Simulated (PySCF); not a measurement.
**C3H10O3Si2 (SMILES CO[SiH2]OCC(=O)[SiH3]): density, localisation and related maps**

Input file:

```
{"job": {"kind": "nmr", "xc": "PBE0", "basis": "pcSseg-1"}, "charge": 0, "multiplicity": 1}
C      3.391954     0.598396    -0.332278
O      2.024021     0.355588    -0.190711
Si     1.040084    -0.542980    -1.111720
O     -0.454583    -0.346963    -0.516307
C     -0.886862    -0.555425     0.795751
C     -2.333910    -0.127525     0.853000
O     -2.995788    -0.178775     1.860969
Si    -2.939654     0.481196    -0.864436
H      3.959835    -0.333374    -0.285013
H      3.600600     1.084273    -1.287836
H      3.703986     1.253197     0.481891
H      1.461180    -1.945997    -1.051564
H      0.860615    -0.031587    -2.460418
H     -0.799533    -1.613130     1.073594
H     -0.289019     0.028095     1.504563
H     -4.349411     0.830970    -0.673229
H     -2.820714    -0.614681    -1.820709
H     -2.181560     1.665038    -1.251964
```

Command:

```sh
OMP_NUM_THREADS=1 python probes_run.py task.json out
```

Geometry: GFN2-xTB.

Level of theory: PBE0/pcSseg-1, SCF density, gas phase, non-relativistic (PySCF).

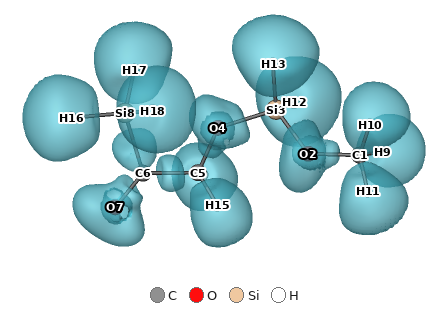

Figure 1. Isosurface of the electron localisation function at 0.75 (cyan), seen at a tilt. Core shells and regions of very low density are left out.

> Identify the bonds, lone pairs and shells in this picture.

At this value the surface marks out one region between bonded C–C atoms (shared pairs), one region between bonded C–Si atoms (shared pairs), ten regions around hydrogen nuclei and three regions on O in which the atom's valence shell and bonds are merged. Along the contacts the grid gives the following. C–O (1.21 Å): the ELF peaks at about 0.85 between the atoms; a short, multiple covalent bond. C–C (1.51 Å): the ELF peaks at about 0.95 between the atoms (a covalent bond).

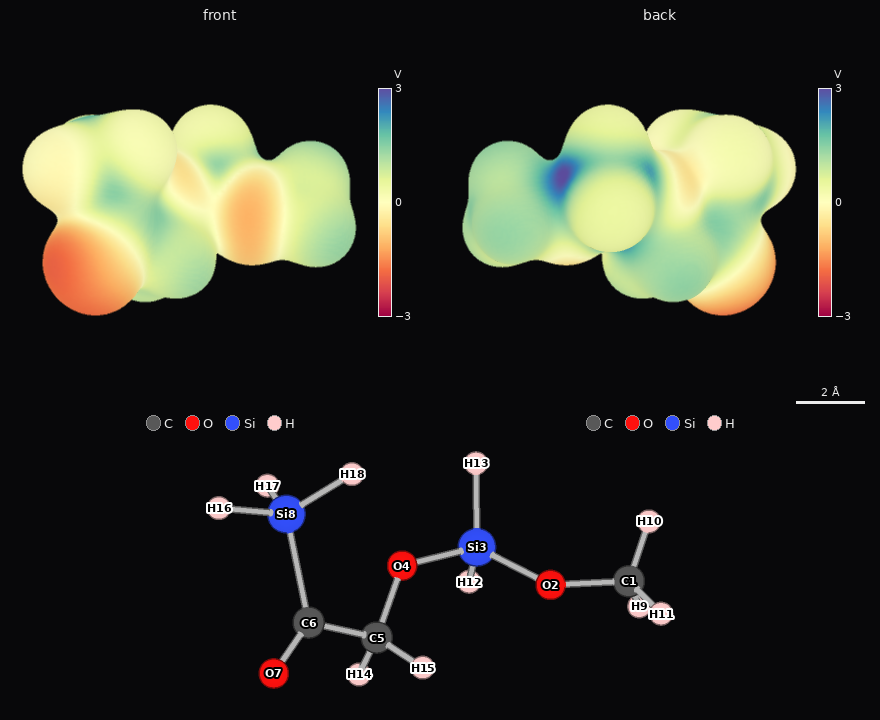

Figure 2. The molecular electrostatic potential painted on the density surface at 0.004 e/bohr³, seen from the front and from behind; the colour scale runs from red (negative) to blue (positive). The bare structure is drawn below in the same view.

> Describe the electrostatic potential map.

The most negative region (about −1.8 V, or −42 kcal/mol for a unit charge) lies over O7, the most positive (about +2.6 V, or +60 kcal/mol for a unit charge) over Si3. O7 is the likeliest acceptor of a hydrogen bond.

> How polar is the molecule by this calculation?

Its dipole moment is 4.51 D.

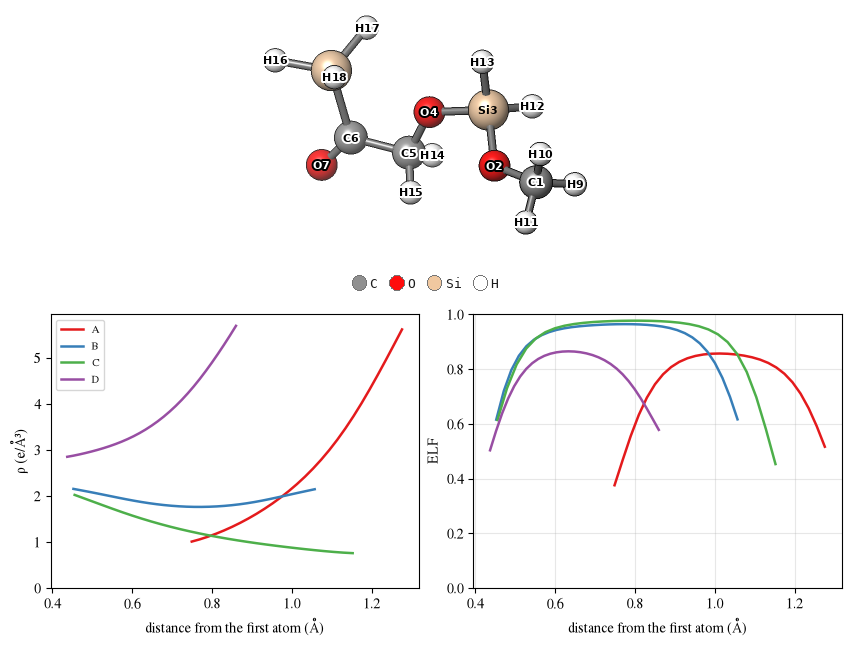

Figure 3. Electron density and electron localisation function along straight lines between neighbouring atoms. The curves leave out the atomic cores. The structure is drawn too.

> Which curve belongs to which contact (C–C, C–O, C–Si and Si–O)? The first atom named is at distance zero.

Curve A: Si–O (1.62 Å): the density is about 1.2 e/Å³ at the midpoint; the ELF peaks at about 0.85 between the atoms, as expected for a polar covalent bond. Curve B: C–C (1.51 Å): ρ at the midpoint is about 1.8 e/Å³; the ELF peaks at about 0.95 between the atoms (localised, covalent bonding). Curve C: C–Si (1.92 Å): ρ at the midpoint is about 0.92 e/Å³; the ELF peaks at about 1 between the atoms, as expected for a shared electron pair. Curve D: C–O (1.21 Å): ρ is about 3.3 e/Å³ halfway; the ELF peaks at about 0.85 between the atoms; a multiple bond.
